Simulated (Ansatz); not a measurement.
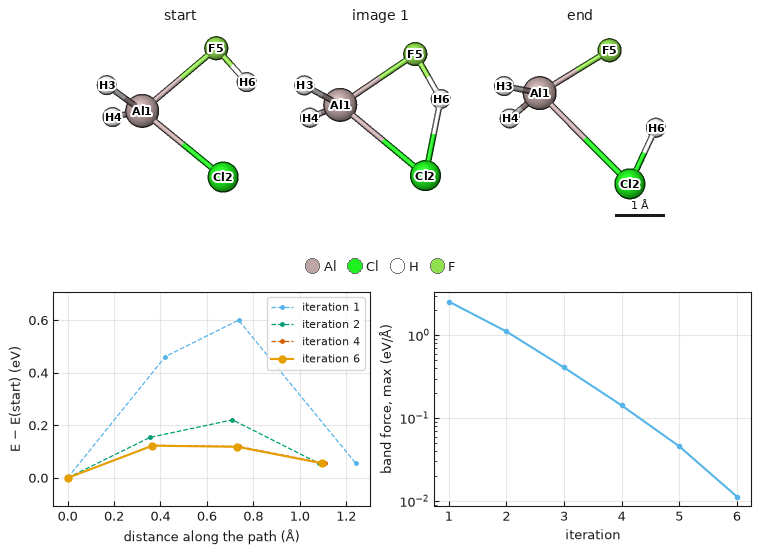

A nudged-elastic-band calculation for AlH$_{3}$ClF. Images are numbered from 0 (start) to 3 (end). The plot follows the band through its iterations. A ball-and-stick model, seen at a tilt.

Computed with Ansatz, RKS B3LYP/def2-SVP.

The input:
```yaml
crystal:
  periodic: [false, false, false]
  atoms:
    - { symbol: Al, position_ang: [0.008591, -0.064468, 0.077262] }
    - { symbol: Cl, position_ang: [0.00526, 0.260315, 2.261434] }
    - { symbol: H, position_ang: [1.407062, 0.149419, -0.612737] }
    - { symbol: H, position_ang: [-1.40229, 0.071312, -0.606524] }
    - { symbol: F, position_ang: [0.058098, -2.00073, 0.682855] }
    - { symbol: H, position_ang: [0.06858, -1.712048, 1.608508] }
basis:
  gaussian: { orbitals: def2-SVP }
hamiltonian:
  xc: b3lyp
neb:
  order_check: false
  images: 2
  f_tol: 0.03
  max_iterations: 60
  climbing: false
  final_atoms:
    - { symbol: Al, position_ang: [0.0167647, -0.37565377, -0.22870802] }
    - { symbol: Cl, position_ang: [0.01686935, -0.03227419, 2.45836312] }
    - { symbol: H, position_ang: [1.40706139, 0.23759374, -0.64524393] }
    - { symbol: H, position_ang: [-1.40861396, 0.16069715, -0.63252215] }
    - { symbol: F, position_ang: [0.06326277, -1.98678287, 0.33204332] }
    - { symbol: H, position_ang: [0.04995675, -1.29978007, 2.12686566] }
  initial_path:
    images:
      - { positions_ang: [[0.008591, -0.064468, 0.077262], [0.00526, 0.260315, 2.261434], [1.407062, 0.149419, -0.612737], [-1.40229, 0.071312, -0.606524], [0.058098, -2.00073, 0.682855], [0.06858, -1.712048, 1.608508]] }
      - { positions_ang: [[0.00083122, -0.01496727, 0.03226073], [0.00101831, 0.06306707, 2.48005195], [1.36725215, 0.06977387, -0.71826227], [-1.37051085, 0.03512384, -0.71498371], [0.07911414, -1.92499904, 0.63024926], [0.06759604, -1.52419848, 1.70148204]] }
      - { positions_ang: [[0.00355579, -0.11869586, -0.06972928], [0.00488809, -0.03446266, 2.54569499], [1.36725194, 0.09916546, -0.72909791], [-1.37261884, 0.06491889, -0.72364976], [0.08083573, -1.92034999, 0.51331203], [0.06138829, -1.38677584, 1.87426793]] }
      - { positions_ang: [[0.0167647, -0.37565377, -0.22870802], [0.01686935, -0.03227419, 2.45836312], [1.40706139, 0.23759374, -0.64524393], [-1.40861396, 0.16069715, -0.63252215], [0.06326277, -1.98678287, 0.33204332], [0.04995675, -1.29978007, 2.12686566]] }
```

Launched with:
```bash
ansatz run input.yaml --threads 1 --pin off --max-ram 2048MiB --backend cpu --events-out ev --progress --plain --runs-dir out
```

**Did the band converge, and can the barrier be trusted?**

The run is converged, with reservations. The band converged in 6 iterations. The largest component of the band force went from 2.5 to 0.011 eV/Å. No image climbed, so the highest image needn't lie on the saddle point, and the true maximum along this path can be higher. So few images resolve the path coarsely. The first iteration put the highest image at 0.600 eV. The energy climbs by 0.123 eV to image 1 and then falls by 0.067 eV, so the end point sits at +0.056 eV.

The run took 46 s on 1 thread of Arm Neoverse N1 (shared host), peak memory 0.12 GiB.
